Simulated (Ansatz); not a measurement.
# CH6B with multiplicity 2: molecular dynamics, part 2 of 2

The plan is to let a guess near a reaction's saddle point go and see which way it falls. Runs: 150 steps of 0.5 fs at constant energy, with velocities drawn for 300 K; 150 steps of 0.5 fs at constant energy, with velocities drawn for 1000 K. Reaction type: H-abstraction.

Ansatz 0.2.0; UKS B3LYP-D4/def2-SVP. Earlier steps stand in the parts before.

**6. Run 2**

150 steps of 0.5 fs at constant energy, with velocities drawn for 1000 K.

input.yaml

```yaml
crystal:
  periodic: [false, false, false]
  atoms:
    - { symbol: H, position_ang: [0.172, 0.0637, -0.3149] }
    - { symbol: B, position_ang: [1.5859, 0.2348, 0.2032] }
    - { symbol: C, position_ang: [-1.2027, -0.1628, -0.2787] }
    - { symbol: H, position_ang: [1.8016, 1.2591, 0.7116] }
    - { symbol: H, position_ang: [2.1039, -0.7621, 0.4991] }
    - { symbol: H, position_ang: [-1.43, -0.4603, 0.7314] }
    - { symbol: H, position_ang: [-1.656, 0.7745, -0.5542] }
    - { symbol: H, position_ang: [-1.3747, -0.9469, -0.9974] }
magnetization:
  spin_polarized: true
  initial_magnetization: 1
basis:
  gaussian: { orbitals: def2-SVP }
hamiltonian:
  xc: b3lyp
  dispersion: d4
md:
  timestep: 0.5
  n_steps: 150
  ensemble: nve
  temperature: 1000.0
  initial_velocities: maxwell_boltzmann
  seed: 701272
```

Launch:

```
$ ansatz run input.yaml --threads 1 --pin off --max-ram 2048MiB --backend cpu --events-out ev --progress --plain --runs-dir out
```

Standard output, shortened:

```text
Warning: RAYON_NUM_THREADS=1 ignored (pool sized by the plan → 1); use --threads N
[...]
Functional definition: B3LYP
[...]
658 factors; integrals over basis functions are off by at most 3.1e-4 eV
[...]
mean field -1806.32501313 eV, -66.3812198613 hartree, gradient 5.2e-5 eV, S^2 0.757108; 2 other end points of the search recorded, 0 dependent functions left out
[...]
reference -1806.32523958 eV, -66.3812281832 hartree; 9, 8 occupied and 49, 50 virtual orbitals, 658 factors
md step     0: t =     0.00 fs  T =  1000.0 K  F+E_penalty+E_count = -1806.44005109 eV  E_kin = 0.775560 eV  conserved = -1805.66449110 eV  (42 SCF iters)
[...]
md step    19: t =     9.50 fs  T =   813.2 K  F+E_penalty+E_count = -1806.29486871 eV  E_kin = 0.630712 eV  conserved = -1805.66415669 eV  (30 SCF iters, 3 dispersion substeps)
[...]
md step    38: t =    19.00 fs  T =   982.8 K  F+E_penalty+E_count = -1806.42385592 eV  E_kin = 0.762214 eV  conserved = -1805.66164151 eV  (30 SCF iters, 3 dispersion substeps)
[...]
md step    57: t =    28.50 fs  T =  1013.9 K  F+E_penalty+E_count = -1806.44849301 eV  E_kin = 0.786372 eV  conserved = -1805.66212095 eV  (28 SCF iters, 3 dispersion substeps)
[...]
md step    74: t =    37.00 fs  T =  1292.3 K  F+E_penalty+E_count = -1806.66748739 eV  E_kin = 1.002248 eV  conserved = -1805.66523955 eV  (30 SCF iters, 3 dispersion substeps)
md step    75: t =    37.50 fs  T =  1251.9 K  F+E_penalty+E_count = -1806.63502333 eV  E_kin = 0.970939 eV  conserved = -1805.66408410 eV  (30 SCF iters, 3 dispersion substeps)
```

**7. The output, continued: dynamics from the start**

The log, continued, shortened:

```text
md step    76: t =    38.00 fs  T =  1196.4 K  F+E_penalty+E_count = -1806.59085540 eV  E_kin = 0.927914 eV  conserved = -1805.66294133 eV  (30 SCF iters, 3 dispersion substeps)
[...]
md step    94: t =    47.00 fs  T =   692.5 K  F+E_penalty+E_count = -1806.20094166 eV  E_kin = 0.537088 eV  conserved = -1805.66385378 eV  (29 SCF iters, 3 dispersion substeps)
[...]
md step   112: t =    56.00 fs  T =  1040.8 K  F+E_penalty+E_count = -1806.47252748 eV  E_kin = 0.807184 eV  conserved = -1805.66534362 eV  (29 SCF iters, 3 dispersion substeps)
[...]
md step   130: t =    65.00 fs  T =   701.5 K  F+E_penalty+E_count = -1806.20518397 eV  E_kin = 0.544027 eV  conserved = -1805.66115747 eV  (30 SCF iters, 3 dispersion substeps)
[...]
Total energy: -1806.40005433 eV, -66.3839775748 hartree
Atom 0 at     2.336335    -0.255964    -0.774599 Å, force    -0.771344     0.485587     0.796267 eV/Å
Atom 1 at     1.558328     0.248548     0.095679 Å, force     0.777245    -0.397773    -1.115734 eV/Å
Atom 2 at    -1.345368    -0.207243    -0.160988 Å, force     1.460375     0.701633    -2.628379 eV/Å
Atom 3 at     1.415269     1.483990    -0.005108 Å, force    -0.142185    -0.976685     0.510422 eV/Å
Atom 4 at     1.083261    -0.580448     0.874648 Å, force     0.280734     0.900135    -0.096555 eV/Å
Atom 5 at    -1.086378    -0.702383     0.710536 Å, force     0.199195    -2.061046     1.766937 eV/Å
Atom 6 at    -1.406464     0.825992     0.127994 Å, force    -0.539931     1.046043    -0.530160 eV/Å
Atom 7 at    -0.729544    -0.461059    -1.107416 Å, force    -1.264090     0.302105     1.297202 eV/Å
Dipole moment:    -0.016039     0.027088     0.064564 e Å
```

Wall time 4.7 min (1 thread of Arm Neoverse V2, shared host); peak memory 0.12 GiB.

**8. What the atoms did**

The trajectory, every 8 steps (energies from step 0):

```csv
time (fs),T (K),potential energy change (meV/atom),total energy change (meV/atom),H1–C3 (Å),B2–H1 (Å)
0.0,1000,0.0,0.00,1.39,1.52
4.0,667,32.3,-0.01,1.53,1.39
8.0,458,53.0,0.40,1.68,1.26
12.0,965,3.7,0.24,1.92,1.15
16.0,1232,-22.5,-0.04,2.15,1.24
20.0,1119,-11.4,0.15,2.44,1.29
24.0,1397,-38.3,0.13,2.74,1.19
28.0,1062,-5.7,0.31,3.06,1.20
32.0,829,16.6,0.06,3.34,1.28
36.0,1245,-24.0,-0.23,3.44,1.21
40.0,1185,-17.6,0.31,3.48,1.16
44.0,1012,-0.9,0.32,3.60,1.25
48.0,567,42.2,0.25,3.62,1.26
52.0,593,39.6,0.15,3.60,1.17
56.0,1041,-4.1,-0.11,3.73,1.21
60.0,629,36.3,0.39,3.84,1.26
64.0,872,12.4,-0.09,3.81,1.18
68.0,1129,-12.7,-0.25,3.80,1.18
72.0,800,19.7,0.26,3.82,1.28
75.0,950,5.0,0.17,3.73,1.27
```

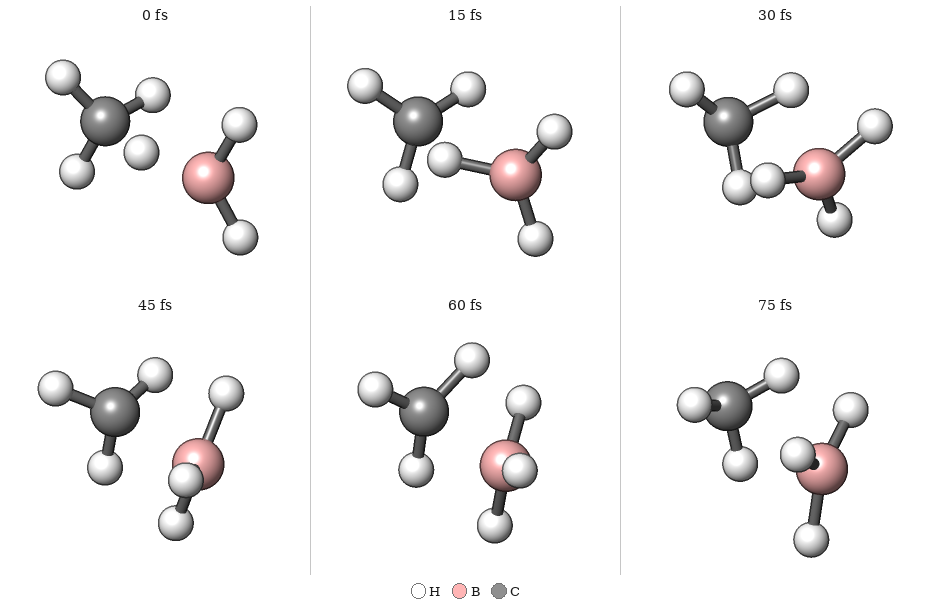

Six frames of the run, seen from a free direction. Sticks join atoms within a bonding distance in each frame.

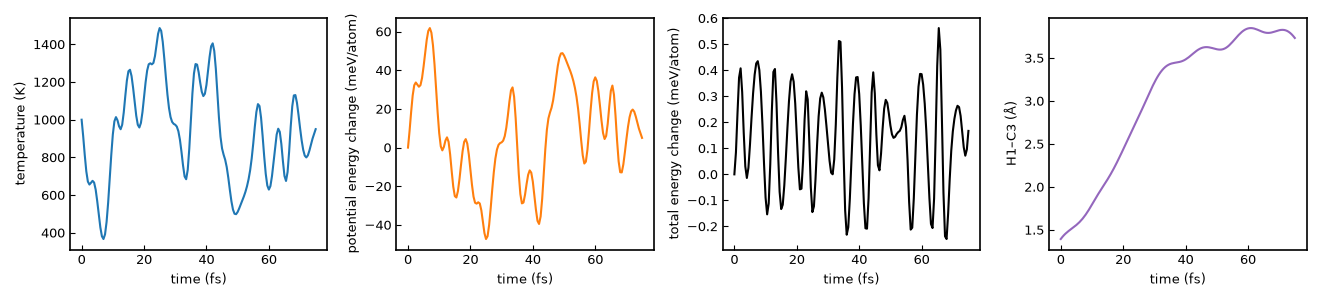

Traces against time; each panel has its own scale.

Bonds that form or break, judged by distance (formed within 1.15 times the sum of covalent radii and held on average over 12 fs, broken when stretched by half; pairs already stretched at the start don't count as bonds):

```csv
time (fs),bond,event
8.0,H1–B2,forms
```

**9. Positions and forces**

Positions (Å) and forces (eV/Å):

```xyz
8
time_fs=9.5 T=813 dE=0.1452
H     0.568    0.034   -0.565    0.115   -0.060   -0.384
B     1.491    0.213    0.192    1.808    0.350    1.117
C    -1.159   -0.165   -0.271   -1.899    0.524    2.647
H     1.786    1.307    0.690   -0.667   -0.344   -0.442
H     2.283   -0.646    0.618   -0.873    0.066   -0.470
H    -1.524   -0.497    0.760    0.949    0.169   -0.932
H    -1.522    0.868   -0.398    0.446   -0.067   -0.442
H    -1.473   -0.879   -0.998    0.122   -0.638   -1.093
8
time_fs=19.0 T=983 dE=0.0162
H     1.023   -0.035   -0.988    0.686    0.394    1.381
B     1.466    0.211    0.204    0.041   -0.443   -1.917
C    -1.207   -0.159   -0.228    0.507    0.829    2.049
H     1.363    1.417    0.553    0.198   -1.329    0.178
H     2.124   -0.788    0.647   -0.849    1.349    0.143
H    -1.163   -0.641    0.846   -0.163    1.176   -2.235
H    -1.103    0.932   -0.483   -0.267   -0.909    0.956
H    -1.292   -0.740   -1.117   -0.153   -1.067   -0.555
8
time_fs=28.0 T=1062 dE=-0.0453
H     1.698    0.059   -1.040   -0.093    0.067   -0.058
B     1.447    0.197    0.124    0.216   -0.187   -0.080
C    -1.242   -0.143   -0.211    2.400    0.487    3.515
H     1.032    1.154    0.641   -0.227    1.215   -0.042
H     1.721   -0.593    0.946    0.270   -0.995    0.252
H    -0.894   -0.647    0.815   -1.229    0.783   -2.016
H    -0.842    0.924   -0.188   -1.069   -1.159   -0.651
H    -1.138   -0.799   -1.052   -0.268   -0.211   -0.919
8
time_fs=37.5 T=1252 dE=-0.1950
H     2.178    0.201   -0.841    0.131   -0.317   -0.666
B     1.439    0.180    0.074   -0.434    0.774    1.359
C    -1.186   -0.143   -0.159    0.694    0.384    1.329
H     0.838    1.151    0.434    0.241    0.511   -0.364
H     1.376   -0.602    0.967    0.327   -0.848   -0.129
H    -1.083   -0.769    0.807   -0.327    1.374   -1.494
H    -1.070    0.980   -0.242   -0.468   -1.406    0.532
H    -1.241   -0.672   -1.093   -0.164   -0.472   -0.567
8
time_fs=47.0 T=693 dE=0.2391
H     2.477    0.143   -0.617   -0.880   -0.002    0.561
B     1.427    0.204    0.097    0.554   -0.643   -1.247
C    -1.106   -0.153   -0.144   -1.899    1.252    1.342
H     0.883    1.336   -0.070    0.344   -1.168    0.973
H     1.204   -0.943    0.645    0.015    1.867   -0.093
H    -1.427   -0.673    0.784    0.735   -0.269   -0.448
H    -1.548    0.874   -0.061    0.850   -0.321   -0.234
H    -1.414   -0.600   -1.068    0.281   -0.716   -0.854
8
time_fs=56.0 T=1041 dE=-0.0325
H     2.579    0.030   -0.357   -0.195    0.040   -0.340
B     1.453    0.208    0.050   -0.018   -0.276    0.560
C    -1.137   -0.138   -0.127   -0.591   -0.240   -1.730
H     0.930    1.291    0.025    0.244    0.070    0.045
H     0.907   -0.726    0.611    0.413    0.282    0.041
H    -1.315   -0.786    0.664   -0.025   -1.280    2.111
H    -1.583    0.828    0.013   -0.028    0.818   -0.313
H    -1.267   -0.713   -1.052    0.199    0.587   -0.372
8
time_fs=65.5 T=675 dE=0.2566
H     2.536   -0.058   -0.382    0.758   -0.431   -0.924
B     1.489    0.210    0.040    1.115    1.028    0.142
C    -1.248   -0.177   -0.113   -0.033    0.802   -4.809
H     1.134    1.296    0.143   -0.321    1.635   -0.408
H     0.892   -0.463    0.686   -1.018   -2.146    1.410
H    -1.037   -0.788    0.663    0.324   -1.936    2.853
H    -1.397    0.870   -0.101   -0.409    1.211    0.739
H    -0.931   -0.492   -1.151   -0.415   -0.163    0.996
8
time_fs=75.0 T=950 dE=0.0402
H     2.336   -0.256   -0.775   -0.771    0.486    0.796
B     1.558    0.248    0.096    0.777   -0.398   -1.116
C    -1.345   -0.207   -0.161    1.460    0.702   -2.628
H     1.415    1.484   -0.005   -0.142   -0.977    0.510
H     1.083   -0.580    0.875    0.281    0.900   -0.097
H    -1.086   -0.702    0.711    0.199   -2.061    1.767
H    -1.407    0.826    0.128   -0.540    1.046   -0.530
H    -0.730   -0.461   -1.107   -1.264    0.302    1.297
```

Reading of run 2. At the last frame the bonds meant to break are whole and the new ones absent: it fell back to the reactants' side (BH3 + CH3). The temperature starts at 1000 K and averages 883 K in the second half, where it ranges from 499 to 1405 K. The total energy strays from its start by at most 0.56 meV/atom, 0.6 % of the mean kinetic energy, so a step of 0.5 fs is short enough over this time. The bonding pattern changes, first at 8.0 fs: H1–B2 forms. By that distance rule the pieces at the end are BH3 + CH3; a long dative bond can count as broken.

**10. Outcome**

The summary covers parts 1 to 2.

| quantity | value |
| --- | --- |
| run 1: length | 150 steps of 0.5 fs |
| run 1: temperature, first and last step | 300 and 816 K |
| run 1: temperature, second half | mean 557 K, from 247 to 956 K |
| run 1: potential energy, second half | -25 meV/atom from this run's first step |
| run 1: largest change of the total energy | 0.82 meV/atom |
| run 1: bonds formed or broken | 1 |
| run 2: length | 150 steps of 0.5 fs |
| run 2: temperature, first and last step | 1000 and 950 K |
| run 2: temperature, second half | mean 883 K, from 499 to 1405 K |
| run 2: potential energy, second half | +11 meV/atom from this run's first step |
| run 2: largest change of the total energy | 0.56 meV/atom |
| run 2: bonds formed or broken | 1 |

In words: Mean temperatures of the second halves: 557 K, 883 K. Bonds changed in run 1, run 2. Run 1: at the last frame the bonds meant to form are there and those meant to break are gone: it fell to the products. Run 2: at the last frame the bonds meant to break are whole and the new ones absent: it fell back to the reactants' side (BH3 + CH3). Averages from a run of 75 fs with 8 atoms are rough. The nuclei move classically, without zero-point motion, which matters most for hydrogen.
